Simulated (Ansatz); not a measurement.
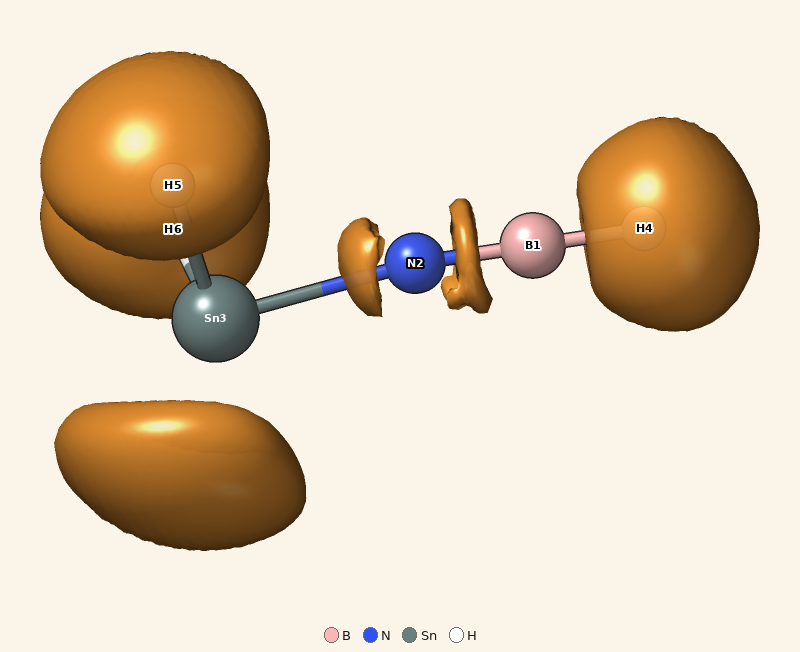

The picture shows: BH₃NSn (SMILES B=[N][SnH2-]) (charge −1). Isosurface of the ELF at 0.85 (orange), seen from one side. Core shells and regions of very low density are left out.

Geometry: B3LYP-D3(BJ)/def2-SVPD; core potentials replace the inner electrons of Sn.

Theory: Ansatz, isolated molecule in a Gaussian basis; Kohn-Sham density functional theory, functional PBE0.

Input file:

```
crystal:
  periodic: [false, false, false]
  atoms:
    - symbol: B
      position_ang: [-1.081234, 0.219291, 2.236414]
    - symbol: N
      position_ang: [-0.721254, 0.565095, 1.089761]
    - symbol: Sn
      position_ang: [-0.319322, 1.055359, -0.996489]
    - symbol: H
      position_ang: [-1.419404, -0.106627, 3.321686]
    - symbol: H
      position_ang: [0.173003, 2.763198, -0.619122]
    - symbol: H
      position_ang: [1.410585, 0.506156, -0.911068]
basis:
  gaussian:
    orbitals: def2-TZVPD
total_charge: -1
hamiltonian:
  xc: pbe0
output:
  forces: true
  orbitals: {seedname: orbitals}
```

Run with:

```sh
ansatz run input.yaml --threads 1 --pin off --max-ram 2610MiB --events-out events.jsonl --progress --plain --runs-dir runs
```

**What do the ELF domains correspond to?**

The surface consists of one region between bonded B–N atoms (shared pairs), three regions around hydrogen nuclei, one lobe of the valence shell of N pointing towards Sn and one lobe on Sn, pointing away from the bonds (lone pairs). Profiles from the grid: B–N (1.25 Å): the ELF peaks at about 0.85 between the atoms; a polar covalent bond. Sn–N (2.18 Å): the ELF peaks at about 0.90 in the valence shell of N, 0.7 Å from its nucleus, and drops to about 0.15 between the two atoms.
